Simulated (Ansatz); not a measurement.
# Molecular dynamics, with input and output: CH4Cl2Si (part 2 of 2)

CH4Cl2Si; RHF/6-31G* (Ansatz 0.2.0). It belongs to a series of runs on one base structure; here: dynamics from the start.

Geometry of the input (Å):
```
Si 0.0071  -0.0066  0.0078
C  0.0071  0.0096  1.8720
H  -1.0074  -0.0642  2.2523
H  0.5784  -0.8289  2.2589
H  0.4468  0.9246  2.2547
Cl 1.9398  0.1373  -0.6888
Cl -1.0797  1.5926  -0.7014
H  -0.5743  -1.2178  -0.5688
```

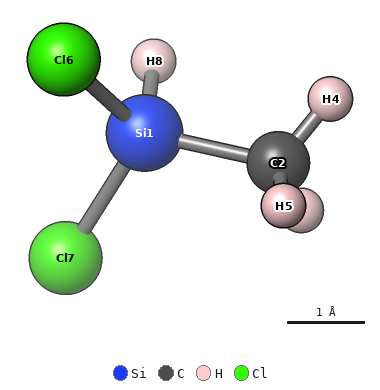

The geometry at step 141 of the log (ball-and-stick view, seen at a tilt; atoms are numbered from 1 in the order of the input).

Output, continued
```
md step   119: t =    29.75 fs  T =   303.2 K  F+E_penalty+E_count = -33964.84642800 eV  E_kin = 0.313529 eV  (25 SCF iters)
md step   120: t =    30.00 fs  T =   318.7 K  F+E_penalty+E_count = -33964.84627686 eV  E_kin = 0.329581 eV  (25 SCF iters)
md step   121: t =    30.25 fs  T =   316.2 K  F+E_penalty+E_count = -33964.84621388 eV  E_kin = 0.326970 eV  (24 SCF iters)
md step   122: t =    30.50 fs  T =   311.7 K  F+E_penalty+E_count = -33964.84583079 eV  E_kin = 0.322295 eV  (24 SCF iters)
md step   123: t =    30.75 fs  T =   325.4 K  F+E_penalty+E_count = -33964.84488948 eV  E_kin = 0.336476 eV  (24 SCF iters)
md step   124: t =    31.00 fs  T =   344.5 K  F+E_penalty+E_count = -33964.84381448 eV  E_kin = 0.356250 eV  (24 SCF iters)
md step   125: t =    31.25 fs  T =   340.2 K  F+E_penalty+E_count = -33964.84272062 eV  E_kin = 0.351770 eV  (25 SCF iters)
md step   126: t =    31.50 fs  T =   355.5 K  F+E_penalty+E_count = -33964.84106264 eV  E_kin = 0.367658 eV  (25 SCF iters)
md step   127: t =    31.75 fs  T =   361.8 K  F+E_penalty+E_count = -33964.83905235 eV  E_kin = 0.374098 eV  (24 SCF iters)
md step   128: t =    32.00 fs  T =   360.9 K  F+E_penalty+E_count = -33964.83739761 eV  E_kin = 0.373182 eV  (25 SCF iters)
md step   129: t =    32.25 fs  T =   376.8 K  F+E_penalty+E_count = -33964.83593627 eV  E_kin = 0.389678 eV  (25 SCF iters)
md step   130: t =    32.50 fs  T =   388.6 K  F+E_penalty+E_count = -33964.83404878 eV  E_kin = 0.401895 eV  (25 SCF iters)
md step   131: t =    32.75 fs  T =   386.2 K  F+E_penalty+E_count = -33964.83218315 eV  E_kin = 0.399374 eV  (25 SCF iters)
md step   132: t =    33.00 fs  T =   393.9 K  F+E_penalty+E_count = -33964.83058625 eV  E_kin = 0.407334 eV  (24 SCF iters)
md step   133: t =    33.25 fs  T =   404.5 K  F+E_penalty+E_count = -33964.82862704 eV  E_kin = 0.418276 eV  (33 SCF iters)
md step   134: t =    33.50 fs  T =   392.7 K  F+E_penalty+E_count = -33964.82646390 eV  E_kin = 0.406126 eV  (24 SCF iters)
md step   135: t =    33.75 fs  T =   379.9 K  F+E_penalty+E_count = -33964.82400073 eV  E_kin = 0.392837 eV  (24 SCF iters)
md step   136: t =    34.00 fs  T =   367.7 K  F+E_penalty+E_count = -33964.82148345 eV  E_kin = 0.380282 eV  (24 SCF iters)
md step   137: t =    34.25 fs  T =   349.2 K  F+E_penalty+E_count = -33964.81969236 eV  E_kin = 0.361104 eV  (23 SCF iters)
md step   138: t =    34.50 fs  T =   360.5 K  F+E_penalty+E_count = -33964.81832428 eV  E_kin = 0.372768 eV  (24 SCF iters)
md step   139: t =    34.75 fs  T =   371.7 K  F+E_penalty+E_count = -33964.81701987 eV  E_kin = 0.384323 eV  (23 SCF iters)
md step   140: t =    35.00 fs  T =   371.6 K  F+E_penalty+E_count = -33964.81574194 eV  E_kin = 0.384226 eV  (23 SCF iters)
md step   141: t =    35.25 fs  T =   375.6 K  F+E_penalty+E_count = -33964.81443116 eV  E_kin = 0.388358 eV  (23 SCF iters)
md step   142: t =    35.50 fs  T =   372.9 K  F+E_penalty+E_count = -33964.81331900 eV  E_kin = 0.385558 eV  (24 SCF iters)
md step   143: t =    35.75 fs  T =   377.7 K  F+E_penalty+E_count = -33964.81232342 eV  E_kin = 0.390615 eV  (24 SCF iters)
md step   144: t =    36.00 fs  T =   381.4 K  F+E_penalty+E_count = -33964.81146258 eV  E_kin = 0.394442 eV  (23 SCF iters)
md step   145: t =    36.25 fs  T =   386.6 K  F+E_penalty+E_count = -33964.81070524 eV  E_kin = 0.399799 eV  (23 SCF iters)
md step   146: t =    36.50 fs  T =   379.1 K  F+E_penalty+E_count = -33964.80960412 eV  E_kin = 0.392062 eV  (23 SCF iters)
md step   147: t =    36.75 fs  T =   365.2 K  F+E_penalty+E_count = -33964.80807243 eV  E_kin = 0.377647 eV  (23 SCF iters)
md step   148: t =    37.00 fs  T =   352.1 K  F+E_penalty+E_count = -33964.80646644 eV  E_kin = 0.364133 eV  (23 SCF iters)
md step   149: t =    37.25 fs  T =   364.9 K  F+E_penalty+E_count = -33964.80451082 eV  E_kin = 0.377310 eV  (23 SCF iters)
these checks for a lower state are left out or cut short: starts, cluster_reference, orbital_swaps, neighbouring_geometries, increment
852 factors; integrals over basis functions are off by at most 4.5e-4 eV
mean field -33964.80230685 eV, -1248.1834626069 hartree, gradient 2.3e-5 eV, S^2 0.000000; 0 other end points of the search recorded, 0 dependent functions left out
the calculation of the forces begins
reference -33964.80230685 eV, -1248.1834626069 hartree; 29, 29 occupied and 51, 51 virtual orbitals, 852 factors
852 factors; integrals over basis functions are off by at most 4.5e-4 eV
mean field -33964.80230685 eV, -1248.1834626069 hartree, gradient 2.3e-5 eV, S^2 0.000000; 1 other end points of the search recorded, 0 dependent functions left out
the calculation of the forces begins
reference -33964.80230685 eV, -1248.1834626069 hartree; 29, 29 occupied and 51, 51 virtual orbitals, 852 factors
md step   150: t =    37.50 fs  T =   366.5 K  F+E_penalty+E_count = -33964.80230685 eV  E_kin = 0.378957 eV  (33 SCF iters)
```

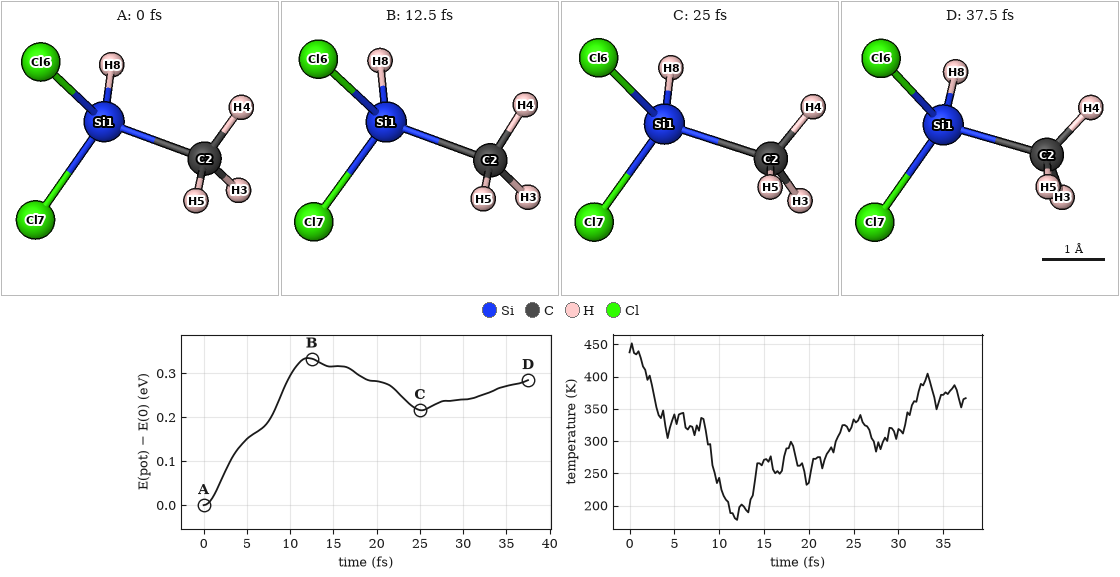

Frames of the molecular dynamics (ball-and-stick, seen at a tilt) above the curves, on which the letters mark them. The trajectory kept here has 151 frames over 37.5 fs. The temperature starts at 438 K, ranges from 178 to 451 K and averages 324 K over the second half. The potential energy ends 0.284 eV above its first value. After an unweighted best fit of the last frame on the first, the root-mean-square displacement is 0.21 Å.

```
Total energy: -33964.80230685 eV, -1248.1834626069 hartree
Atom 0 at     0.101054     0.081962    -0.005080 Å, force    -0.139703    -0.198127    -0.558262 eV/Å
Atom 1 at    -0.004927    -0.095163     1.825333 Å, force    -0.700541     1.736117    -0.194096 eV/Å
Atom 2 at    -1.071503     0.046793     1.952141 Å, force    -0.233720     0.348642     0.547486 eV/Å
Atom 3 at     0.147254    -1.090305     2.158011 Å, force     0.835041    -0.744104     0.244492 eV/Å
Atom 4 at     0.540786     0.677302     2.379802 Å, force    -0.252606    -0.632833     0.058554 eV/Å
Atom 5 at     2.041301     0.214169    -0.675946 Å, force    -0.121268     0.295027    -0.046485 eV/Å
Atom 6 at    -1.168093     1.564143    -0.785900 Å, force     0.773874    -0.304330     0.455695 eV/Å
Atom 7 at    -0.450971    -1.131298    -0.538961 Å, force    -0.161077    -0.500392    -0.507383 eV/Å
Dipole moment:    -0.098712    -0.259305     0.447054 e Å
```

Trajectory as extended XYZ (Å, eV, eV/Å), 12 of the 151 frames kept, from step=0 to step=150
```
8
Properties=species:S:1:pos:R:3:forces:R:3 step=0 time_fs=0.0 energy=-33965.08677 temperature=437.5
Si    0.0071   -0.0066    0.0078    0.0001   0.0005   0.0006
C     0.0071    0.0096    1.8720    0.0000  -0.0001   0.0008
H    -1.0074   -0.0642    2.2523   -0.0001   0.0000  -0.0003
H     0.5784   -0.8289    2.2589    0.0001  -0.0001  -0.0003
H     0.4468    0.9246    2.2547    0.0000   0.0001  -0.0002
Cl    1.9398    0.1373   -0.6888    0.0001  -0.0001  -0.0002
Cl   -1.0797    1.5926   -0.7014   -0.0001   0.0002  -0.0003
H    -0.5743   -1.2178   -0.5688   -0.0001  -0.0005  -0.0002
8
Properties=species:S:1:pos:R:3:forces:R:3 step=14 time_fs=3.5 energy=-33964.97189 temperature=335.5
Si    0.0083   -0.0155    0.0172    0.5840   1.7608   0.5415
C    -0.0099    0.0081    1.9069    0.0512   0.3919  -0.9557
H    -0.9958   -0.0880    2.3131   -0.6670   0.2202  -0.0188
H     0.5042   -0.8638    2.2381    0.7927  -0.4221   0.4292
H     0.4444    0.9243    2.2858    0.0236  -0.3598   0.0190
Cl    1.9600    0.1385   -0.7009   -0.4076   0.0010   0.2882
Cl   -1.0916    1.5966   -0.7145    0.2363  -0.2859   0.1780
H    -0.5224   -1.1531   -0.6034   -0.6132  -1.3061  -0.4814
8
Properties=species:S:1:pos:R:3:forces:R:3 step=27 time_fs=6.8 energy=-33964.91185 temperature=323.4
Si    0.0125   -0.0175    0.0254    0.2935   1.5793   0.0296
C    -0.0247    0.0106    1.9283    0.1101  -1.2306  -0.7116
H    -1.0066   -0.0912    2.3699   -0.3730   0.2961  -0.3650
H     0.4790   -0.9197    2.2401    0.3057   0.7830   0.1144
H     0.4348    0.9084    2.3159    0.3008  -0.1456   0.1194
Cl    1.9803    0.1427   -0.7075   -0.7206   0.0087   0.5081
Cl   -1.1039    1.6004   -0.7293    0.4409  -0.5062   0.3351
H    -0.5061   -1.1527   -0.6666   -0.3574  -0.7846  -0.0300
8
Properties=species:S:1:pos:R:3:forces:R:3 step=41 time_fs=10.2 energy=-33964.78371 temperature=224.6
Si    0.0233   -0.0156    0.0363   -0.4119   0.3908  -1.1786
C    -0.0340   -0.0041    1.9425   -1.0775  -1.8983  -0.3410
H    -1.0487   -0.0679    2.4127    0.7902   0.1689  -1.0082
H     0.4610   -0.9567    2.2440    0.0507   1.1374   0.0960
H     0.4226    0.8766    2.3325    0.6874   0.2866   0.3004
Cl    1.9991    0.1474   -0.7116   -0.9041   0.0433   0.6714
Cl   -1.1169    1.6008   -0.7399    0.6360  -0.6939   0.5015
H    -0.4988   -1.1967   -0.7488    0.2293   0.5653   0.9586
8
Properties=species:S:1:pos:R:3:forces:R:3 step=55 time_fs=13.8 energy=-33964.76560 temperature=215.7
Si    0.0313   -0.0094    0.0417   -0.5158   0.1949  -1.3998
C    -0.0555   -0.0283    1.9541   -0.5944   0.2179  -0.7335
H    -1.0503   -0.0276    2.4208    0.1779  -0.1488  -0.8050
H     0.4331   -0.9359    2.2442    0.4747  -0.2860   0.5008
H     0.4309    0.8429    2.3688    0.4736  -0.0483  -0.0517
Cl    2.0123    0.1537   -0.7124   -0.9832   0.0831   0.7729
Cl   -1.1230    1.5998   -0.7488    0.7203  -0.7606   0.5870
H    -0.4681   -1.1983   -0.7746    0.2470   0.7478   1.1293
8
Properties=species:S:1:pos:R:3:forces:R:3 step=68 time_fs=17.0 energy=-33964.77737 temperature=253.9
Si    0.0419    0.0032    0.0380   -0.3033   0.7025  -0.7456
C    -0.0773   -0.0461    1.9531    1.2566   1.5524  -1.1328
H    -1.0347    0.0094    2.3992   -1.2055  -0.2671  -0.1473
H     0.4251   -0.9155    2.2629    0.4783  -1.2911   0.5388
H     0.4692    0.7873    2.4094    0.0341  -0.1328  -0.4609
Cl    2.0231    0.1583   -0.7122   -0.9796   0.1152   0.7778
Cl   -1.1260    1.5984   -0.7569    0.7508  -0.7194   0.5972
H    -0.4459   -1.1548   -0.7342   -0.0314   0.0404   0.5727
8
Properties=species:S:1:pos:R:3:forces:R:3 step=82 time_fs=20.5 energy=-33964.80654 temperature=272.6
Si    0.0516    0.0186    0.0315    0.2060   1.4105   0.2259
C    -0.0837   -0.0506    1.9466    1.8292   0.1575  -0.4221
H    -1.0650    0.0301    2.3618   -0.6733  -0.2372  -0.1825
H     0.4280   -0.9474    2.3065   -0.5411  -0.1892  -0.2425
H     0.5072    0.7244    2.4310   -0.1091   0.3612  -0.3850
Cl    2.0355    0.1630   -0.7111   -1.0263   0.1305   0.7230
Cl   -1.1316    1.5901   -0.7644    0.7456  -0.6175   0.5550
H    -0.4389   -1.1180   -0.6529   -0.4311  -1.0159  -0.2719
8
Properties=species:S:1:pos:R:3:forces:R:3 step=95 time_fs=23.8 energy=-33964.85553 temperature=324.5
Si    0.0648    0.0383    0.0266   -0.0410   0.4148   0.0388
C    -0.0701   -0.0569    1.9322    0.7411  -0.3656   0.1214
H    -1.0992    0.0287    2.3077    0.4680  -0.0891  -0.3919
H     0.3958   -0.9781    2.3343   -0.6582   0.1733  -0.6744
H     0.5399    0.6864    2.4216   -0.1398   0.6733  -0.0899
Cl    2.0441    0.1654   -0.7085   -1.0026   0.1636   0.6167
Cl   -1.1396    1.5824   -0.7694    0.7688  -0.5286   0.5287
H    -0.4640   -1.1445   -0.6023   -0.1364  -0.4418  -0.1494
8
Properties=species:S:1:pos:R:3:forces:R:3 step=109 time_fs=27.2 energy=-33964.85289 temperature=299.5
Si    0.0763    0.0560    0.0214   -0.5234  -1.0581  -0.4966
C    -0.0478   -0.0636    1.9093   -0.6785  -0.5824   0.3148
H    -1.1183    0.0216    2.2325    1.1319   0.1231  -0.4341
H     0.3201   -1.0179    2.3370   -0.2241   0.4172  -0.8272
H     0.5435    0.6806    2.3983    0.0554   0.7080   0.2903
Cl    2.0517    0.1721   -0.7039   -0.9836   0.1775   0.4882
Cl   -1.1468    1.5765   -0.7741    0.7994  -0.4734   0.5052
H    -0.5064   -1.2029   -0.5582    0.4228   0.6879   0.1594
8
Properties=species:S:1:pos:R:3:forces:R:3 step=123 time_fs=30.8 energy=-33964.84489 temperature=325.4
Si    0.0846    0.0683    0.0152   -0.5959  -1.5326  -0.7990
C    -0.0335   -0.0750    1.8791    0.0048  -0.0462   0.5344
H    -1.0848    0.0282    2.1390    0.0008   0.3170  -0.0174
H     0.2387   -1.0596    2.3119    0.2447   0.6716  -0.7944
H     0.5357    0.7013    2.3844   -0.1399  -0.1034   0.1270
Cl    2.0549    0.1812   -0.6971   -0.8857   0.2018   0.3577
Cl   -1.1543    1.5742   -0.7792    0.8296  -0.4568   0.5050
H    -0.5145   -1.2189   -0.5266    0.5418   0.9486   0.0867
8
Properties=species:S:1:pos:R:3:forces:R:3 step=136 time_fs=34.0 energy=-33964.82148 temperature=367.7
Si    0.0910    0.0750    0.0074   -0.3206  -1.0271  -0.7648
C    -0.0231   -0.0884    1.8530    0.9780   0.7828   0.1638
H    -1.0532    0.0357    2.0344   -1.3574   0.4967   0.5091
H     0.1808   -1.0858    2.2446    0.5975   0.2743  -0.3552
H     0.5372    0.7028    2.3786   -0.3461  -0.6948  -0.0208
Cl    2.0502    0.1953   -0.6871   -0.6100   0.2371   0.1852
Cl   -1.1619    1.5706   -0.7837    0.8233  -0.4194   0.5019
H    -0.4873   -1.1832   -0.5165    0.2354   0.3504  -0.2193
8
Properties=species:S:1:pos:R:3:forces:R:3 step=150 time_fs=37.5 energy=-33964.80231 temperature=366.5
Si    0.1011    0.0820   -0.0051   -0.1397  -0.1981  -0.5583
C    -0.0049   -0.0952    1.8253   -0.7005   1.7361  -0.1941
H    -1.0715    0.0468    1.9521   -0.2337   0.3486   0.5475
H     0.1473   -1.0903    2.1580    0.8350  -0.7441   0.2445
H     0.5408    0.6773    2.3798   -0.2526  -0.6328   0.0586
Cl    2.0413    0.2142   -0.6759   -0.1213   0.2950  -0.0465
Cl   -1.1681    1.5641   -0.7859    0.7739  -0.3043   0.4557
H    -0.4510   -1.1313   -0.5390   -0.1611  -0.5004  -0.5074
```
